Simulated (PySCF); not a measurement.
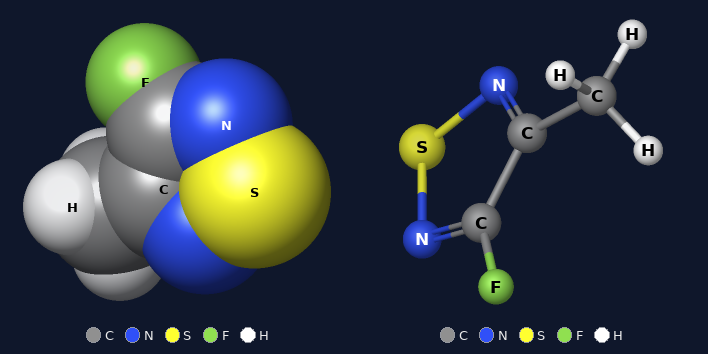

Two views of one molecule.

The geometry was computed by an optimisation with GFN2-xTB. No frequency run is at hand to confirm it as a minimum.

What does the picture show?

It has 10 atoms: 3 carbon, 3 hydrogen, 1 fluorine, 2 nitrogen and 1 sulfur (C3H3FN2S). As SMILES it reads `Cc1nsnc1F`. Independent rings (smallest set): 1 of 5 members, 1 of them aromatic. Among its groups: C–F bond. The point group is C1. Coordination: 1 C tetrahedral; 2 C trigonal planar; 2 N bent; 1 S bent.

The parts below concern this one geometry. Atoms keep their numbers from picture to picture.

### Shape

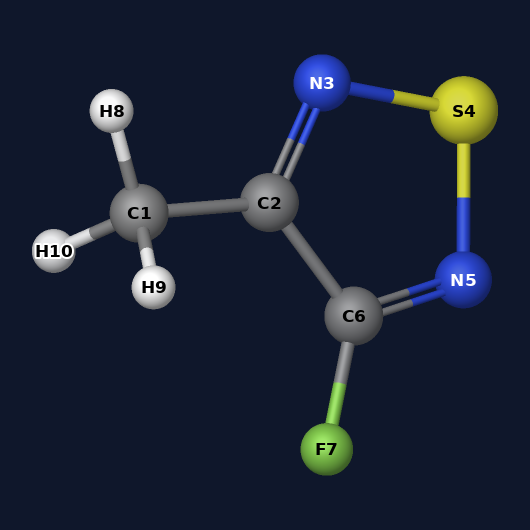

The atoms are numbered. No frequency run is at hand to confirm it as a minimum.

Estimate the angles C2–C1–H8, C2–C1–H9, C2–C1–H10, C1–C2–N3, C1–C2–C6, N3–C2–C6, C2–N3–S4, N3–S4–N5, S4–N5–C6, C2–C6–N5, C2–C6–F7, N5–C6–F7.

| angle | degrees |
| --- | --- |
| C2–C1–H8 | 109.7 |
| C2–C1–H9 | 110.1 |
| C2–C1–H10 | 109.8 |
| C1–C2–N3 | 123.4 |
| C1–C2–C6 | 126.2 |
| N3–C2–C6 | 110.4 |
| C2–N3–S4 | 110.1 |
| N3–S4–N5 | 96.9 |
| S4–N5–C6 | 107.9 |
| C2–C6–N5 | 114.8 |
| C2–C6–F7 | 124.1 |
| N5–C6–F7 | 121.1 |

### Electronic properties

No frequency run is at hand to confirm it as a minimum. Level of theory: PBE0/def2-SVPD, gas phase (PySCF 2.14.0). Excitations: vertical, linear response.

What does the calculation give?

- dipole moment: 1.68 D
- HOMO energy (Kohn–Sham orbital): −7.79 eV
- LUMO energy (Kohn–Sham orbital): −1.66 eV
- HOMO–LUMO gap: 6.13 eV
- mean static polarisability: 64.6 bohr³
- lowest vertical singlet excitation: 5.19 eV
- its oscillator strength: 0.000
- brightest of the 6 lowest singlets: 5.47 eV
- its oscillator strength: 0.19

### NMR shielding

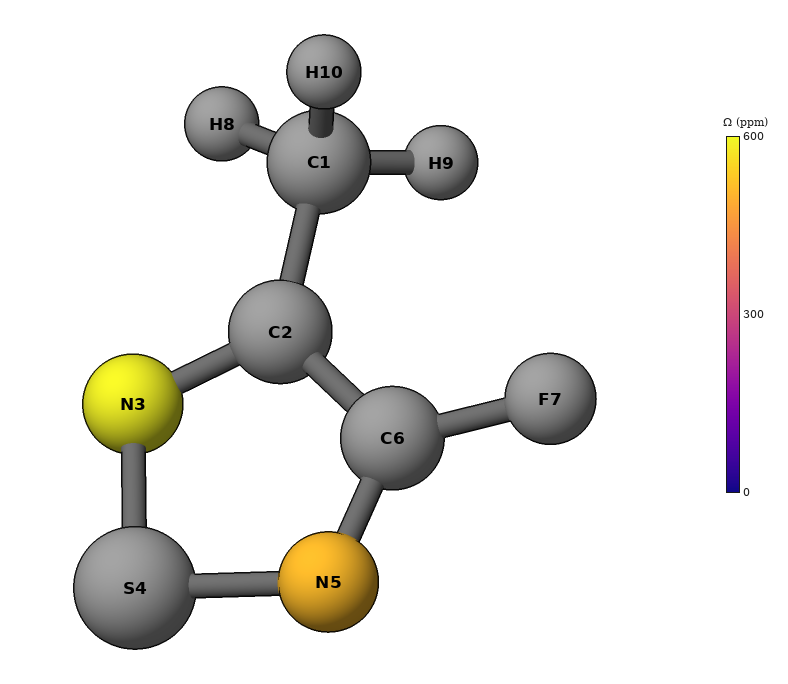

The N atoms are coloured by the span of their shielding tensor. No frequency run is at hand to confirm it as a minimum. Method: GIAO PBE0/pcSseg-1 NMR shielding, non-relativistic, gas phase (PySCF 2.14.0). Principal shieldings σ11 ≤ σ22 ≤ σ33, span Ω = σ33 − σ11, skew κ = 3(σiso − σ22)/Ω.

Question: Which N atom has the most anisotropic shielding?

Answer: N3, with a span of 589 ppm.

Give the shielding tensors of the N atoms.

```json
{"atom": "N3", "σ11": "−400.6", "σ22": "−186.0", "σ33": "188.9", "σiso": "−132.6", "Ω": "589.5", "κ": "0.27"}
{"atom": "N5", "σ11": "−312.1", "σ22": "−129.6", "σ33": "198.9", "σiso": "−80.9", "Ω": "511.0", "κ": "0.29"}
```

Shieldings and span in ppm.

### Bond orders

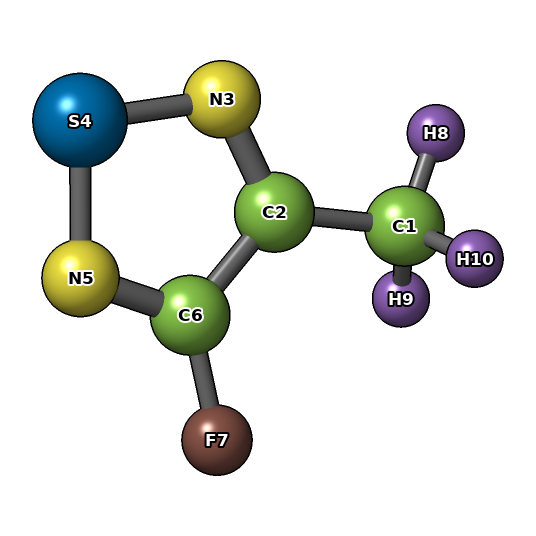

The thickness of each stick grows with its Mayer bond order. No frequency run is at hand to confirm it as a minimum. Computed with PBE0/pcSseg-1 (PySCF 2.14.0).

List the Mayer bond orders of C1–C2, C1–H8, C1–H9, C1–H10, C2–N3, C2–C6, N3–S4, S4–N5, N5–C6, C6–F7.

```json
{"bond": "C1–C2", "Mayer order": "1.02", "length (Å)": "1.483"}
{"bond": "C1–H8", "Mayer order": "0.95", "length (Å)": "1.086"}
{"bond": "C1–H9", "Mayer order": "0.95", "length (Å)": "1.088"}
{"bond": "C1–H10", "Mayer order": "0.95", "length (Å)": "1.090"}
{"bond": "C2–N3", "Mayer order": "1.57", "length (Å)": "1.313"}
{"bond": "C2–C6", "Mayer order": "1.18", "length (Å)": "1.421"}
{"bond": "N3–S4", "Mayer order": "1.21", "length (Å)": "1.623"}
{"bond": "S4–N5", "Mayer order": "1.18", "length (Å)": "1.620"}
{"bond": "N5–C6", "Mayer order": "1.59", "length (Å)": "1.307"}
{"bond": "C6–F7", "Mayer order": "1.01", "length (Å)": "1.326"}
```

### Charges

The questions are on IAO charges. No frequency run is at hand to confirm it as a minimum. Properties computed with PBE0/pcSseg-1, gas phase (PySCF 2.14.0).

Question: Which atom carries the highest charge (most positive or least negative)?

Answer: S4 (0.69 e).

Question: And the lowest?

Answer: N5 (−0.48 e).

List the IAO charges.

```csv
atom,value (e)
C1,−0.44
C2,0.07
N3,−0.46
S4,0.69
N5,−0.48
C6,0.35
F7,−0.24
H8,0.17
H9,0.16
H10,0.17
```
